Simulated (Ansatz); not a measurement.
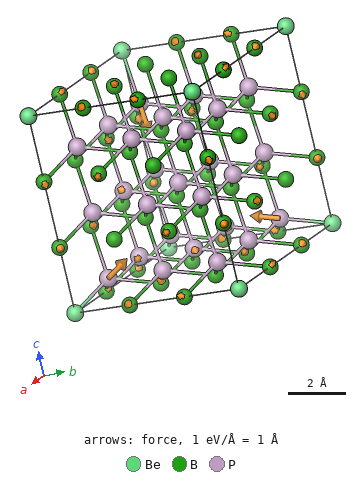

Starting geometry of a defect cell of composition BeB$_{26}$P$_{27}$ (cell charge −1) with the computed forces as orange arrows. A ball-and-stick model of the cell of the calculation, seen slightly off an axis.

Computed with DFT, PBE, plane-wave PAW, default files, scalar-relativistic (Ansatz). Settings: plane-wave cutoff 420 eV; k-point mesh 3 × 3 × 3; occupations fermi dirac; smearing width 0.01 eV; no spin polarisation; atoms relaxed in a fixed cell; force threshold 0.03 eV/Å; at most 40 steps.

Is this structure relaxed? If not, where do the atoms go?

Answer. It isn't relaxed: the largest force vector, on P atoms, is 1.15 eV/Å. The atoms end up moving mostly along the starting forces (cosine between the two patterns 0.98). The largest moves, 0.056 Å, are those of P atoms. By element the largest moves are P 0.056 Å, B 0.017 Å. Be stays in place. The lattice vectors keep their values. Near-neighbour distances that change, for instance: Be–P 1.965 → 2.021 Å, B–P 1.965 → 1.943 Å, B–P 1.965 → 1.970 Å. Over 2 accepted moves (3 points after the start) the energy falls by 0.171 eV per cell of the calculation. Largest force component: 0.66 eV/Å at the start, 0.027 eV/Å at the end. 1 step only repeated the SCF at the same geometry. The run took 3 min on 1 thread of Arm Neoverse V1, on a shared host, peak memory 1.2 GiB.

Limits of the set-up: the cell is charged, on a uniform background, and energies carry no finite-size correction.
